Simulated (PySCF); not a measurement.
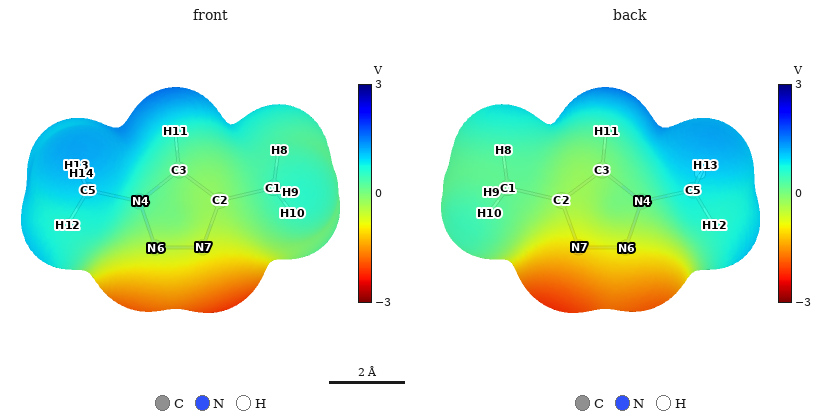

C4H7N3. The molecular electrostatic potential painted on the density surface at 0.002 e/bohr³, seen from the front and from behind; the colour scale runs from red (negative) to blue (positive).

Geometry: GFN2-xTB.

Method: B3LYP/def2-SVPD, SCF density, gas phase (PySCF 2.14.0).

```xyz
14

C     2.5172    0.1407    0.1633
C     1.0868   -0.1316   -0.1259
C    -0.0508    0.4471    0.3994
N    -1.0729   -0.2005   -0.2077
C    -2.4812   -0.0067   -0.0354
N    -0.5918   -1.1093   -1.0451
N     0.6861   -1.0765   -1.0042
H     2.6495    1.1654    0.5028
H     2.8765   -0.5335    0.9408
H     3.1086   -0.0308   -0.7321
H    -0.2026    1.2280    1.1143
H    -2.9931   -0.7106   -0.6888
H    -2.7632    1.0128   -0.3039
H    -2.7698   -0.1949    1.0003
```

Q: Where is the surface potential most negative and most positive?

A: The most negative region (about −2.1 V) lies over N7, the most positive (about +1.5 V) over H11. N7 is the likeliest acceptor of a hydrogen bond.
